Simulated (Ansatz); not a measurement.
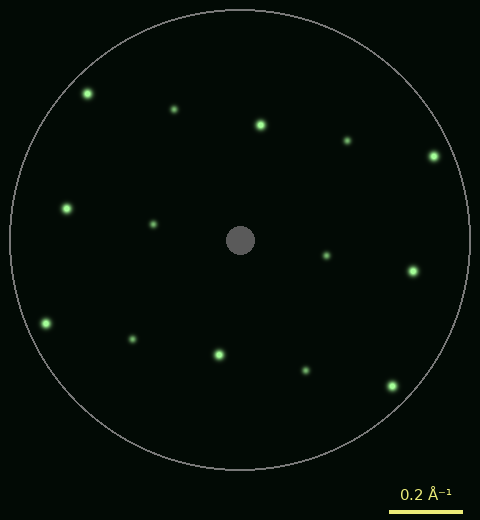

Simulated LEED pattern at 90 eV and normal incidence, from the upper face of a slab model. Spot positions follow from the surface net; brightness is a rough single-scattering estimate from the outer layers, good only for telling present from absent.

Question: Find the real-space surface cell from the pattern.

Answer: The spots form a rectangular reciprocal net with shortest vectors 0.241 and 0.320 Å⁻¹ at 90.0°. The primitive real-space mesh has edges 3.12 and 4.14 Å at 90.0° (or its supplement) and area 12.9 Å².

The slab has composition AgF (2 atoms a cell, 0.0 Å thick). Structure: the geometry relaxed with DFT PBE, scalar-relativistic, plane waves, PAW in Ansatz 0.2.0; the starting structure was generated, so it need not be a known form of this composition.

```
Ag F
1.0
     3.12211    0.00000    0.00000
     0.00000    4.14288    0.00000
     0.00000    0.00000   23.80000
Ag F
1 1
Direct
  0.00000 0.50000 0.29412
  0.00000 0.00000 0.29412
```

Question: Which atoms form the outermost layer?

Answer: The highest atoms of the upper face (within 0.6 Å of the top) are Ag, F; the spot positions alone do not show this.
